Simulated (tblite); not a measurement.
**Molecular dynamics, with input and output: C₅H₇FOSi (part 3 of 3)**

C₅H₇FOSi; GFN2-xTB Langevin dynamics, gas phase (tblite 0.8.0). 

Geometry of the input (Å):
```
C  3.2907  1.0768  0.1810
C  2.2957  0.6617  -0.3511
Si 0.7652  0.0097  -1.1512
O  -0.4592  1.0913  -1.1987
C  -1.5112  0.8379  -0.2940
C  -1.5901  -0.6679  -0.0307
C  -0.1583  -1.1842  0.0525
F  0.3125  -1.0420  1.3537
H  4.1594  1.4430  0.6481
H  0.9651  -0.5300  -2.4888
H  -2.4320  1.2247  -0.7372
H  -1.3115  1.3772  0.6376
H  -2.1476  -0.8791  0.8816
H  -2.0809  -1.1565  -0.8734
H  -0.1021  -2.2547  -0.1570
```

## Trajectory as extended XYZ, continued
```
15
Properties=species:S:1:pos:R:3:forces:R:3 step=29 time_fs=725.0 energy=-673.47696 temperature=284.4
C     2.5362    1.4516    0.6537   -1.2925  -0.2231  -1.0697
C     1.5788    1.2925   -0.0639   -0.5276  -0.2992  -0.0410
Si    0.0982    0.6498   -1.0516    0.6936   0.4336   0.4474
O    -1.4396    1.1549   -0.8097    0.0906   0.1290  -0.1646
C    -2.2227    0.3336    0.0334    1.3957  -0.0488   0.7033
C    -1.7189   -1.0962   -0.1669    0.2966  -0.5315  -0.3901
C    -0.1608   -1.1090   -0.3652   -2.0423  -0.9046  -0.2276
F     0.3404   -1.1963    0.8869    1.0383  -0.1650   1.0921
H     3.4059    1.6320    1.1598    0.9931   0.2786   0.7215
H     0.2343    0.7941   -2.4566    0.2011   0.0752  -0.7740
H    -3.2794    0.4776   -0.1923    0.1533  -0.0004   0.1021
H    -1.9319    0.6450    1.0546   -0.7453  -0.0981  -0.0693
H    -1.9498   -1.7867    0.6763   -0.2009   0.5087  -0.7310
H    -2.0773   -1.4404   -1.1399   -0.4735  -0.2710   0.2815
H     0.0283   -2.1072   -0.8536    0.4198   1.1165   0.1195
15
Properties=species:S:1:pos:R:3:forces:R:3 step=30 time_fs=750.0 energy=-673.52804 temperature=303.0
C     2.4189    1.3808    0.7645    1.7083   0.2904   1.1074
C     1.5335    1.2604   -0.0273   -0.6780  -0.1112  -0.4355
Si    0.1616    0.5962   -1.0485   -1.0212  -0.3393   0.2695
O    -1.3816    1.1403   -0.7373    0.5830  -0.4591  -0.4858
C    -2.1168    0.2195    0.0499   -0.0769   1.3336   1.7484
C    -1.7408   -1.1987   -0.2401   -0.4831  -0.8070  -0.5269
C    -0.2350   -1.1667   -0.2934    0.9317  -0.3485  -0.6619
F     0.3145   -1.3025    0.9677    0.0001  -0.0581   0.2088
H     3.2872    1.5321    1.3903   -0.8458  -0.0385  -0.4849
H     0.4662    0.4905   -2.4636   -0.1067   0.1531  -0.0991
H    -3.2072    0.4013   -0.0958    0.7710   0.1382   0.2884
H    -1.7464    0.4338    1.1227   -1.1574  -0.2101  -1.0678
H    -2.2052   -1.8729    0.5568    0.7248   0.6059  -1.2608
H    -2.0719   -1.4231   -1.2904   -0.0133  -0.2468   1.0069
H     0.2161   -1.9784   -0.9014   -0.3365   0.0974   0.3933
15
Properties=species:S:1:pos:R:3:forces:R:3 step=31 time_fs=775.0 energy=-673.52664 temperature=355.3
C     2.4061    1.3832    0.9170   -2.3701  -0.4005  -1.8631
C     1.4881    1.1560    0.1368    1.9197   0.2316   1.3210
Si    0.2268    0.4554   -1.0100    0.1683   0.1014  -0.4585
O    -1.2384    1.1068   -0.7007   -0.0003  -0.2180   0.1162
C    -2.0958    0.2648    0.0266   -1.3699   0.0389  -0.2566
C    -1.7488   -1.2341   -0.3242    0.3599   1.5592   0.8818
C    -0.2398   -1.3131   -0.3356    0.5168   0.9962   1.4383
F     0.1921   -1.3967    1.0445   -0.3001   0.1046  -1.0055
H     3.0567    1.7466    1.6311    0.6323   0.1723   0.5015
H     0.4883    0.5774   -2.4821   -0.1110  -0.1329   0.7544
H    -3.1617    0.4806   -0.3767    1.3613  -0.2247   0.8580
H    -2.0393    0.5443    1.1316   -0.0479  -0.6269  -1.2911
H    -2.2222   -1.8671    0.3971   -0.1487  -0.5434   0.3107
H    -2.1299   -1.3828   -1.3021   -0.2855  -0.4073  -0.8846
H     0.2908   -2.1300   -0.7803   -0.3249  -0.6506  -0.4224
15
Properties=species:S:1:pos:R:3:forces:R:3 step=32 time_fs=800.0 energy=-673.53452 temperature=409.7
C     2.2959    1.4884    1.0574    1.9311   0.8534   1.9649
C     1.5603    1.0250    0.2492   -1.2100  -0.6450  -1.3535
Si    0.3174    0.3538   -0.9591    0.4320  -0.1024   0.7203
O    -1.1343    1.0484   -0.7230    0.4613   1.0712  -0.4586
C    -2.1018    0.2771   -0.1220   -0.6839  -0.4144   0.3814
C    -1.7413   -1.1932   -0.4294   -1.7344   0.7796   1.0621
C    -0.3179   -1.3623   -0.2916    3.3410   0.3077  -0.4722
F     0.0834   -1.5417    1.0289   -0.2881   0.2305   0.4920
H     3.0161    1.8234    1.8013   -0.8237  -0.2706  -0.8176
H     0.7521    0.3484   -2.3382   -0.0771   0.0519  -0.1793
H    -3.0949    0.6098   -0.4926    0.4211  -0.3955  -0.0468
H    -2.1229    0.4383    0.9799    0.2421  -0.0407  -0.4587
H    -2.1815   -1.7982    0.3021   -1.2248  -1.1088   1.1159
H    -2.0924   -1.4847   -1.3730   -0.3609  -0.2338  -1.4439
H     0.1464   -2.2411   -0.7445   -0.4255  -0.0831  -0.5060
15
Properties=species:S:1:pos:R:3:forces:R:3 step=33 time_fs=825.0 energy=-673.55441 temperature=403.5
C     2.2247    1.6864    1.1388   -0.6281  -0.7816  -0.9378
C     1.6327    0.9879    0.3477    0.0315   0.5094   0.3529
Si    0.4257    0.2877   -0.8733   -0.9466  -0.6500   1.2421
O    -1.0294    1.0531   -0.8297   -0.4831  -0.6832   0.4870
C    -2.0946    0.2814   -0.2235    0.9978   0.2141  -0.5849
C    -1.8391   -1.2038   -0.4622   -0.7333  -0.9541   0.2309
C    -0.3732   -1.4452   -0.2476    1.7738   0.3465  -2.4220
F     0.0451   -1.6623    1.0044   -0.1434  -0.2324   1.8878
H     2.7922    2.2576    1.7906    0.3884   0.2667   0.4647
H     0.8327    0.2881   -2.2185    0.4493  -0.0053  -1.0870
H    -3.0085    0.7133   -0.5744   -0.6343  -0.1291  -0.6756
H    -2.0990    0.4437    0.8295    0.3141   0.2553   1.0513
H    -2.4394   -1.8751    0.2071    0.2589   0.7580  -0.3883
H    -2.0347   -1.5251   -1.4964   -0.1558   0.3964   0.2045
H     0.0050   -2.3549   -0.7998   -0.4893   0.6893   0.1744
15
Properties=species:S:1:pos:R:3:forces:R:3 step=34 time_fs=850.0 energy=-673.40361 temperature=313.4
C     2.1951    1.8388    1.0866   -0.4243  -0.8592  -0.3074
C     1.6114    0.9874    0.4592   -0.2270   0.4486   0.0197
Si    0.4483    0.2268   -0.7718    1.3092   0.4512  -1.2848
O    -0.9606    1.0203   -0.9279   -0.3522  -0.1651   0.4819
C    -2.0185    0.3700   -0.2124    0.3580   0.6750  -0.0192
C    -1.9230   -1.1035   -0.4280    1.3877  -2.5899  -1.1103
C    -0.3366   -1.4360   -0.3537   -1.3108  -0.6874   1.0027
F    -0.0227   -1.7840    1.0029   -0.3868   0.0959  -1.0909
H     2.7483    2.4135    1.7516    0.3570   0.3694   0.2838
H     1.1383    0.2091   -2.1184   -0.4838   0.0138   0.6930
H    -2.9047    0.8392   -0.5755   -0.9285   0.0462  -0.4606
H    -1.9540    0.6324    0.8323    0.2570   0.0027   0.5816
H    -2.4307   -1.8457    0.2676    0.3654   1.3908  -0.6043
H    -2.2649   -1.3559   -1.4950    0.5007   0.2950   1.3681
H    -0.0262   -2.3178   -0.9578   -0.4214   0.5131   0.4468
15
Properties=species:S:1:pos:R:3:forces:R:3 step=35 time_fs=875.0 energy=-673.40946 temperature=317.0
C     2.2095    1.7894    1.1025    1.4603   1.7191   1.1894
C     1.4663    1.0999    0.4815   -0.7941  -1.2378  -1.0919
Si    0.4903    0.1957   -0.8189   -0.0553   1.0899  -0.5048
O    -0.9234    1.1010   -0.9514    0.9946  -1.1689   0.1448
C    -1.8906    0.4496   -0.1647   -2.2590   2.7405   0.0414
C    -1.8924   -0.9970   -0.3569    1.7735  -1.9874  -1.4655
C    -0.3938   -1.4412   -0.3710   -0.4241   0.5972   2.2855
F    -0.0506   -1.8711    0.9865   -0.2765   0.3737  -1.5382
H     2.8280    2.5024    1.6324   -0.5755  -0.7983  -0.3124
H     1.1935    0.1636   -2.1272   -0.3376  -0.0136   0.4566
H    -2.8977    0.8690   -0.5405    1.0896  -0.3027   0.7226
H    -1.7545    0.7546    0.8958   -0.1316  -0.2261  -0.4360
H    -2.4258   -1.5859    0.3548   -0.4683  -0.1224   0.5551
H    -2.2464   -1.2426   -1.3732   -0.1327   0.1181   0.3000
H    -0.2075   -2.2809   -0.9933    0.1367  -0.7814  -0.3466
15
Properties=species:S:1:pos:R:3:forces:R:3 step=36 time_fs=900.0 energy=-673.24501 temperature=321.4
C     2.2391    1.7353    1.1233   -1.9023  -1.6256  -1.5624
C     1.5091    1.0458    0.4049    2.9556   2.2313   2.6536
Si    0.5401    0.2288   -0.8659   -1.5666  -1.1006   0.4596
O    -0.8391    1.1316   -0.9366    0.5159  -0.5716  -0.2898
C    -1.8117    0.5337   -0.1393   -1.8454   1.4819   0.1192
C    -1.8359   -0.9438   -0.2754    1.9399  -0.5899   0.0895
C    -0.3858   -1.4600   -0.2415    0.3311   2.0349  -1.7833
F    -0.0130   -1.9831    0.9246    0.4113  -0.3440   1.6897
H     2.7509    2.3292    1.8273    0.0466  -0.0870  -0.0669
H     1.0685    0.0201   -2.1474    0.4963  -0.0656  -1.1250
H    -2.8115    0.9888   -0.4860    1.1567  -0.4428   0.7987
H    -1.5877    0.7517    0.9291   -0.4374   0.2603  -0.4858
H    -2.3441   -1.4033    0.5032   -1.2371  -0.7037   1.5460
H    -2.1853   -1.3251   -1.1818   -1.0353  -0.0108  -1.6130
H    -0.2803   -2.2570   -0.9593    0.1708  -0.4668  -0.4299
15
Properties=species:S:1:pos:R:3:forces:R:3 step=37 time_fs=925.0 energy=-673.35093 temperature=446.8
C     2.2378    1.6928    1.2178    0.8547   0.0869   0.8597
C     1.7861    0.8922    0.4506   -1.4569  -0.7596  -1.6072
Si    0.5860    0.1864   -0.8746    1.7271   0.1099   0.1752
O    -0.7647    1.0528   -0.9217   -0.5634   1.4400  -0.3309
C    -1.8703    0.6639   -0.1346    0.5669  -1.7693  -0.8951
C    -1.8079   -0.9138   -0.2984    0.6528  -0.3680   2.9611
C    -0.3322   -1.4031   -0.3022   -0.1203   0.1775  -1.0906
F     0.0434   -1.9402    0.8954    0.0525   0.0469   0.6311
H     2.8484    2.1129    1.9752   -0.2343   0.1791  -0.1736
H     1.1173    0.1291   -2.2851   -0.2988   0.0625   0.8733
H    -2.7957    1.0629   -0.6057    0.5926  -0.1211   0.5373
H    -1.6732    1.0241    0.8856   -0.5169  -0.2906  -0.2286
H    -2.2398   -1.5109    0.5566   -0.2067   0.9049  -0.7346
H    -2.2162   -1.2438   -1.2034   -0.8625  -0.0292  -1.1907
H    -0.2054   -2.2441   -1.0169   -0.1868   0.3301   0.2134
15
Properties=species:S:1:pos:R:3:forces:R:3 step=38 time_fs=950.0 energy=-673.15800 temperature=361.6
C     2.1798    1.5135    1.3164    1.0050   2.0648   1.5685
C     1.9306    0.8176    0.3822   -1.0734  -0.9460  -0.9273
Si    0.6839    0.1917   -0.8213   -0.2297  -0.5920  -1.6363
O    -0.6661    1.1396   -0.9172    0.1901  -0.5488  -0.0493
C    -1.7847    0.6243   -0.2263    1.5248  -1.7487   0.7903
C    -1.8103   -0.9647   -0.3203   -0.7096   0.0318   1.2457
C    -0.3953   -1.4198   -0.3714    2.0001  -0.7737   0.5818
F     0.0822   -1.8462    0.9272   -0.6010   0.2945  -0.8429
H     2.5738    2.2914    1.9533   -0.1768  -0.9063  -0.2148
H     1.3218    0.2371   -2.2015   -0.5183  -0.1408   0.8435
H    -2.6644    0.9243   -0.6703   -1.7834   1.2278  -0.9123
H    -1.6664    1.0107    0.7933   -0.4554  -0.4430   0.0645
H    -2.3221   -1.4838    0.5854    0.5702   1.1222  -1.3725
H    -2.2986   -1.3327   -1.2490    0.0766   0.6289   0.5969
H    -0.2932   -2.3533   -0.9766    0.1807   0.7294   0.2643
15
Properties=species:S:1:pos:R:3:forces:R:3 step=39 time_fs=975.0 energy=-673.43226 temperature=453.2
C     2.1838    1.4080    1.4210   -0.8663  -1.7227  -2.5752
C     1.8095    0.8286    0.4036    0.7844   1.2699   2.3076
Si    0.7400    0.1338   -0.9151   -0.5088   1.3291   0.0760
O    -0.5968    1.1408   -0.8902    1.2535  -0.0309  -1.3398
C    -1.7598    0.5958   -0.3741    0.8424  -0.3261   0.7667
C    -1.6915   -0.9107   -0.3837   -0.4420  -0.9844  -0.7183
C    -0.2467   -1.3684   -0.3955   -0.3328  -1.5856   1.0360
F     0.0562   -1.8231    0.8921    0.3339   0.0782   0.0996
H     2.6244    1.7251    2.3005    0.3245   0.4295   0.5615
H     1.3724   -0.1611   -2.1700    0.1194   0.1722  -0.4973
H    -2.6430    0.8488   -0.8825   -0.9883   1.0030  -1.0174
H    -1.7830    1.0143    0.6199   -0.4733  -0.1399   0.7664
H    -2.2773   -1.2599    0.4699    0.2448  -0.4213  -0.1527
H    -2.1016   -1.3396   -1.3278   -0.2194   0.5396   0.5745
H    -0.1147   -2.2821   -1.0084   -0.0721   0.3894   0.1125
15
Properties=species:S:1:pos:R:3:forces:R:3 step=40 time_fs=1000.0 energy=-673.21774 temperature=379.2
C     2.2554    1.2118    1.4913    1.2274   1.4645   2.4107
C     1.6330    0.9331    0.5131   -0.1790  -1.0405  -1.5866
Si    0.7749    0.2178   -1.0027   -0.0688  -0.4548   1.6482
O    -0.5445    1.1334   -1.0050   -1.1452   0.5292  -0.8891
C    -1.6862    0.6015   -0.3941   -0.5327   0.7427  -0.8911
C    -1.6807   -0.9137   -0.4886    1.1526  -0.7615  -1.4882
C    -0.1866   -1.4527   -0.4148   -0.7197   2.0689   1.3948
F     0.0692   -1.7586    0.9541    0.0622   0.1883  -0.9941
H     2.7134    1.6978    2.3821   -0.7091  -0.9621  -1.4151
H     1.1701    0.3472   -2.3687    0.5580  -0.1919  -0.3985
H    -2.6380    1.0053   -0.8830    1.1819  -0.2456   0.4622
H    -1.6142    0.9832    0.6153   -0.4674  -0.2791   0.5601
H    -2.3344   -1.1997    0.3024   -0.1741  -1.0130   0.4877
H    -2.0692   -1.2703   -1.4888    0.2041   0.5089   0.9917
H     0.0804   -2.3332   -0.9588   -0.3902  -0.5537  -0.2926
```

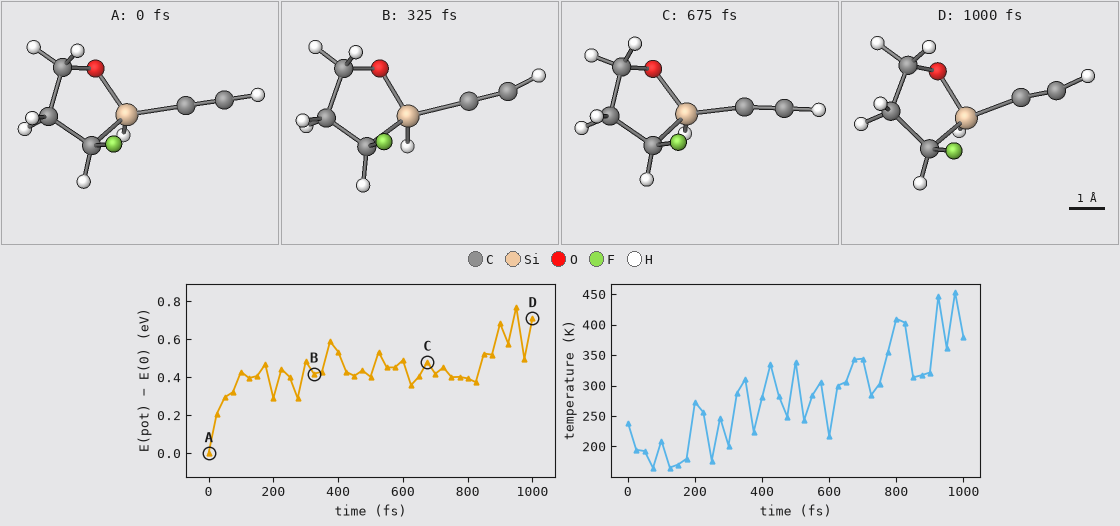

Figure 1. Frames of the molecular dynamics (ball-and-stick, seen at a tilt) above the curves, on which the letters mark them. The trajectory kept here has 41 frames over 1000 fs. The temperature starts at 239 K, ranges from 165 to 453 K and averages 335 K over the second half. The potential energy ends 0.712 eV above its first value. After an unweighted best fit of the last frame on the first, the root-mean-square displacement is 0.30 Å, and H9 has moved furthest (0.54 Å).

## Summary

| quantity | value |
| --- | --- |
| outcome | finished |
| mean temperature over the second half | 335 K |
| trajectory | 41 frames kept, 1000 fs |
| wall time | 43 s |
| peak memory | 0.18 GiB |
